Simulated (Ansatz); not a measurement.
# InSi2H7 (SMILES [SiH3][SiH2][InH2]) at HSE06/def2-SVP (core potential)

Aim: the vertical ionisation energy of InSi2H7 at HSE06/def2-SVP (core potential), from 2 runs. 

The results are computed with Ansatz 0.2.0.

54 further runs of the same task are left out: 54 set aside as unsound or not needed.

### 1 Starting point

InSi2H7 has 10 atoms, charge 0, and is taken as a singlet. SMILES: `[SiH3][SiH2][InH2]`. Geometry: relaxed at PBE0-D4/def2-TZVP.

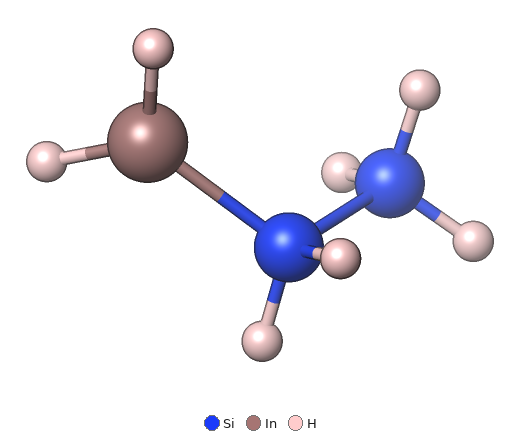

The structure, seen from a chosen angle (silicon blue, indium brown, hydrogen pink).

### 2 The energy at HSE06/def2-SVP (core potential)

Contents of job.yaml:

```yaml
crystal:
  periodic: [false, false, false]
  atoms:
    - {symbol: Si, position_ang: [-1.450900, 0.732300, -0.821600]}
    - {symbol: Si, position_ang: [0.023100, -0.982700, -0.222400]}
    - {symbol: In, position_ang: [1.884800, -0.062700, 1.293100]}
    - {symbol: H, position_ang: [-2.541100, 0.248700, -1.711500]}
    - {symbol: H, position_ang: [-0.707700, 1.812100, -1.527500]}
    - {symbol: H, position_ang: [-2.065700, 1.320500, 0.400500]}
    - {symbol: H, position_ang: [-0.761300, -2.056900, 0.451800]}
    - {symbol: H, position_ang: [0.588700, -1.557900, -1.477300]}
    - {symbol: H, position_ang: [1.761400, -0.160900, 3.013900]}
    - {symbol: H, position_ang: [3.268800, 0.707500, 0.601100]}
basis:
  gaussian:
    orbitals: def2-SVP
output:
  orbitals: {seedname: orbitals}
accuracy: high
hamiltonian:
  xc: hse06
```

Command:

```sh
$ ansatz run job.yaml --threads 1 --pin off --max-ram 3480MiB --events-out events.jsonl --progress --plain --runs-dir runs
```

The log of the run:

```text
Warning: RAYON_NUM_THREADS=1 ignored (pool sized by the plan → 1); use --threads N
Functional definition: HSE06
  name "HSE06"
  parameter a = 0.25
  parameter omega = 0.11/bohr
  exchange = pbe_x - a*pbe_x_sr(omega) + a*exact_x_sr(omega)
  correlation = pbe_c
2240 factors; integrals over basis functions are off by at most 8.6e-9 eV
126 factors; integrals over basis functions are off by at most 2.2e-9 eV
mean field evaluation 1: about -21028.9484 eV, gradient 1.5e1 eV
mean field evaluation 2: about -21029.4572 eV, gradient 1.1e1 eV
mean field evaluation 4: about -21029.8475 eV, gradient 2.9e-1 eV
mean field evaluation 8: about -21029.9464 eV, gradient 7.7e-2 eV
mean field evaluation 16: about -21029.9464 eV, gradient 3.3e-6 eV
mean field -21029.94642812 eV, -772.8362766239 hartree, gradient 3.9e-8 eV, S^2 0.000000; 0 other end points of the search recorded, 0 dependent functions left out
reference -21029.94643304 eV, -772.8362768044 hartree; 28, 28 occupied and 69, 69 virtual orbitals, 2240 factors
Total energy: -21029.94643304 eV, -772.8362768044 hartree
```

Wall time 12 s (1 thread of Arm Neoverse V1, shared host); peak memory 0.39 GiB.

### 3 The doublet cation, same level

Contents of molecule.yaml:

```yaml
crystal:
  periodic: [false, false, false]
  atoms:
    - symbol: Si
      position_ang: [-1.450900, 0.732300, -0.821600]
    - symbol: Si
      position_ang: [0.023100, -0.982700, -0.222400]
    - symbol: In
      position_ang: [1.884800, -0.062700, 1.293100]
    - symbol: H
      position_ang: [-2.541100, 0.248700, -1.711500]
    - symbol: H
      position_ang: [-0.707700, 1.812100, -1.527500]
    - symbol: H
      position_ang: [-2.065700, 1.320500, 0.400500]
    - symbol: H
      position_ang: [-0.761300, -2.056900, 0.451800]
    - symbol: H
      position_ang: [0.588700, -1.557900, -1.477300]
    - symbol: H
      position_ang: [1.761400, -0.160900, 3.013900]
    - symbol: H
      position_ang: [3.268800, 0.707500, 0.601100]
basis:
  gaussian: {orbitals: def2-SVP}
hamiltonian: {xc: {name: HSE06}}
total_charge: 1
output: {orbitals: {seedname: orbitals}}
accuracy: high
magnetization: {spin_polarized: true, initial_magnetization: 1}
```

Command:

```sh
$ ansatz run molecule.yaml --threads 1 --pin off --max-ram 3480MiB --events-out events.jsonl --progress --plain --runs-dir runs
```

The log of the run, cut to the lines that bear on the results:

```text
Warning: RAYON_NUM_THREADS=1 ignored (pool sized by the plan → 1); use --threads N
[... 6 set-up lines as earlier in the session ...]
2236 factors; integrals over basis functions are off by at most 8.6e-9 eV
126 factors; integrals over basis functions are off by at most 2.2e-9 eV
mean field evaluation 1: about -21019.1520 eV, gradient 1.3e1 eV
mean field evaluation 2: about -21018.2048 eV, gradient 1.6e1 eV
mean field evaluation 4: about -21020.7545 eV, gradient 6.5e-1 eV
mean field evaluation 8: about -21020.8677 eV, gradient 1.0e-1 eV
mean field evaluation 16: about -21020.8680 eV, gradient 3.0e-3 eV
mean field evaluation 32: about -21020.8680 eV, gradient 3.1e-8 eV
mean field -21020.86797811 eV, -772.5026497396 hartree, gradient 3.1e-8 eV, S^2 0.755582; 5 other end points of the search recorded, 0 dependent functions left out
reference -21020.86798329 eV, -772.5026499298 hartree; 28, 27 occupied and 69, 70 virtual orbitals, 2236 factors
Total energy: -21020.86798329 eV, -772.5026499298 hartree
```

It took 29 s on 1 thread of Arm Neoverse V1, shared host; peak memory 0.57 GiB.

### 4 Outcome

At HSE06/def2-SVP (core potential):

| quantity | value |
| --- | --- |
| singlet InSi2H7: total energy | -772.83628 Eh |
| singlet InSi2H7: HOMO energy | -6.89 eV |
| singlet InSi2H7: LUMO energy | -2.54 eV |
| singlet InSi2H7: HOMO–LUMO gap | 4.35 eV |
| doublet cation: total energy | -772.50265 Eh |
| doublet cation: HOMO energy (highest over α and β) | -12.72 eV |
| doublet cation: LUMO energy (lowest over α and β) | -11.23 eV |
| doublet cation: ⟨S²⟩ | 0.756 |
| vertical ionisation energy (to the doublet cation) | 9.078 eV |

What this shows: Removing an electron at fixed nuclei costs 9.08 eV (209 kcal/mol). The negative HOMO energy of the first species, 6.89 eV, lies 2.18 eV below that difference.
